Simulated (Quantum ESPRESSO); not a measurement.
The N K edge of atom 2 in HoN (Fm-3m), with 6 Ho at 2.43 Å (octahedral, site symmetry m-3m), was computed in 2 ways: excited-electron core hole (neutral cell) and no core hole. Program and functional: Quantum ESPRESSO XSpectra, PBEsol, without spin-orbit coupling, Lorentzian half width 0.3 eV up to 4 eV, rising linearly to 2.5 eV at 25 eV; cells of 2 and 12 atoms (the run without a hole in the smaller).

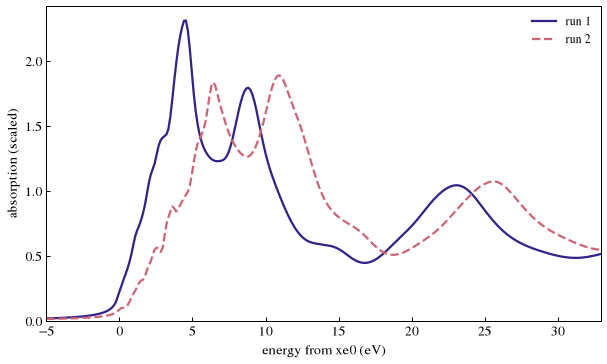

Each run is counted from its own lowest empty level or Fermi level and scaled to a mean of 1 over its first 20 eV.

**Question.** Which run is which?

Run 1: excited-electron core hole (neutral cell) (area from −2 to 6 eV 7.9, main maxima 4.6 eV (2.31), 8.8 eV (1.79) and 23.1 eV (1.04)). Run 2: no core hole (area from −2 to 6 eV 4.2, main maxima 3.6 eV (0.88), 6.4 eV (1.83) and 11.0 eV (1.89)). With each curve scaled to its own mean, the area from −2 to 6 eV with the hole is 7.9 against 4.2, and the centre of weight from −1 to 20 eV moves by -1.6 eV: the hole pulls the absorber's empty states down.

[Hosts, paths, dates, database ids (printed as entryN), source tags and the programs' standing remarks are cut or masked in the printed files.]

[Lists of maxima count a maximum above −3 eV only where it reaches 4 % of the highest in the window and stands out from its surroundings by 2 % of it (1.5 % where it reaches 55 %); shoulders and weaker maxima are passed over, and of the rest the first, up to two pre-edge ones and the few strongest are named.]
